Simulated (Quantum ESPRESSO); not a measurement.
# Gap and tunnelling decay at a withheld lattice constant: KMgBr3, cubic perovskite type

**Set-up.** Quantum ESPRESSO 7.5 (pw.x, pwcond.x with ikind = 0), PBE, GBRV ultrasoft, cubic crystals. κ is the slowest decay along [001] at mid-gap among three points across the current.

| a (Å) | gap on the mesh (eV) | κ (1/Å) |
| --- | --- | --- |
| 5.036 | 3.308 | 0.277 |
| 5.357 | 2.659 | 0.242 |
| 5.518 | 2.335 | 0.228 |
| 5.679 | 2.038 | 0.213 |

One more run was made and is withheld. What are gap and κ at a = 5.197 Å?

By hand: A line through the rows at 5.036 and 5.357 Å gives a gap of 3.308 + 0.502 × (2.659 − 3.308) = 2.98 eV and κ = 0.259 1/Å. The two-band model κ = 0.5123 √(m* E_g/4) needs m* = 0.354 at 5.036 Å; with that mass and the new gap, κ = 0.263 1/Å.

**Check.** The gap is 2.997 eV and κ = 0.258 1/Å. The line misses the gap by −0.015 eV and κ by +0.6 %; the two-band estimate misses κ by +1.9 %.

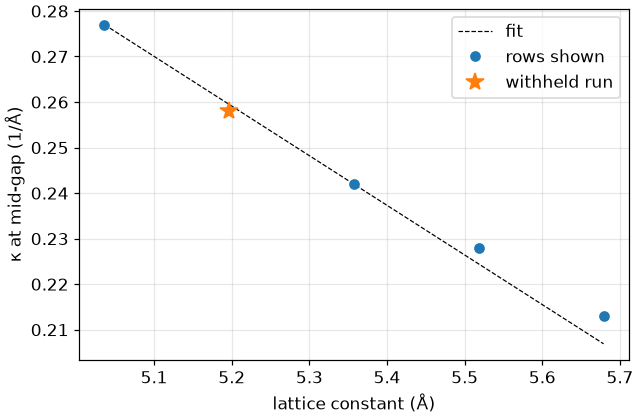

The rows shown, the fit and the withheld run.

**Limits.** The structure type is imposed. Local and semilocal gaps and decay constants are too small; no spin-orbit coupling. For an indirect gap m* is a fitting number alone.
